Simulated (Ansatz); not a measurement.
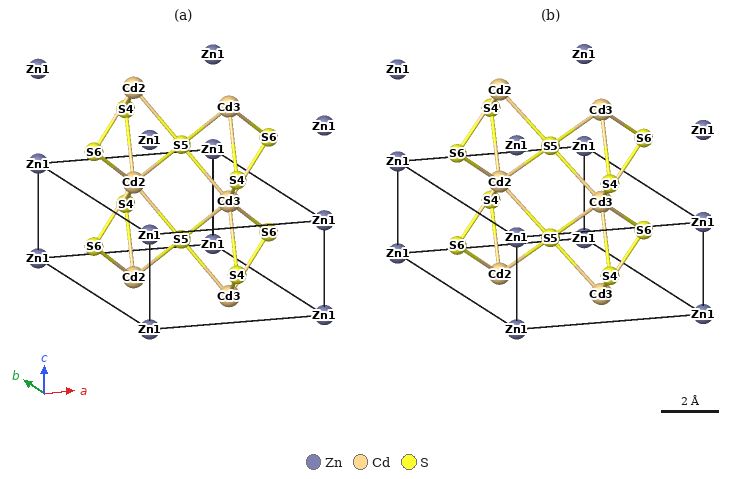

The structure of a crystal of ZnCd₂S₃ (a generated structure, set up in P6/mmm) (coarse preliminary run) before (left) and after (right) a relaxation, at one scale.

The picture is a ball-and-stick view of the cell of the calculation, repeated 1 × 1 × 2 with one cell outlined, seen from a free direction.

These are results of Ansatz 0.2.0, DFT PBE, scalar-relativistic, plane waves, PAW, not measurements.

Input file:
```yaml
crystal:
  lattice:
    - [6.22169085, 0.0, 0.0]
    - [-3.11084542, 5.38814233, 0.0]
    - [0.0, 0.0, 3.89319459]
  atoms:
    - { symbol: Zn, position: [0.0, 0.0, 0.0] }
    - { symbol: Cd, position: [0.33333333, 0.66666667, 0.0] }
    - { symbol: Cd, position: [0.66666667, 0.33333333, 0.0] }
    - { symbol: S, position: [0.5, 0.0, 0.5] }
    - { symbol: S, position: [0.5, 0.5, 0.5] }
    - { symbol: S, position: [0.0, 0.5, 0.5] }
basis:
  ecutwfc: 420
kpoints:
  mp_grid: { grid: [3, 3, 4] }
hamiltonian:
  xc: pbe
scf:
  occupations: { method: gaussian, width: 0.1 }
  lower_state_search: "off"
output:
  forces: true
  stress: true
  eigenvalues: true
relax:
  adjacent_minimum: "off"
  f_tol: 0.04
  max_steps: 70
  cell: { stress_tol: 0.4 }
```

Run as
```bash
ansatz run input.yaml --threads 1 --pin off --max-ram 2560MiB --backend cpu --events-out ev --progress --plain --runs-dir out
```

> Summarise the run.

After 3 accepted moves (4 points after the start) the energy has fallen by 0.211 eV per cell of the calculation. All forces vanish by symmetry, so only the cell relaxes. Pressure: 4.36 GPa at the start and −0.05 GPa at the end. At 1 point the geometry stayed and the basis and grid were re-selected for the new cell (energy shift of 2.7 meV per cell of the calculation at most each time). No atom moves by more than 0.005 Å relative to the cell. Cell: a = b 6.222 → 6.643 Å (+6.8 %), c 3.893 → 3.783 Å (−2.8 %). Volume +10.8 %. Some distances before and after: Cd2–S4 2.649 → 2.693 Å. Among the angles between lasting bonds that change: Cd2–S6–Cd2 94.6° → 89.2°, Cd2–S6–Cd3 85.4° → 90.8°, S4–Cd2–S4 94.6° → 89.2°. The space group stays P6/mmm (No. 191). The run took 42 s on 1 thread of Intel(R) Xeon(R) Processor @ 2.50GHz (Skylake/Cascade Lake), on a shared host, peak memory 0.44 GiB.

Limits of the set-up: the k-point mesh is coarse for a cell with partly filled bands.
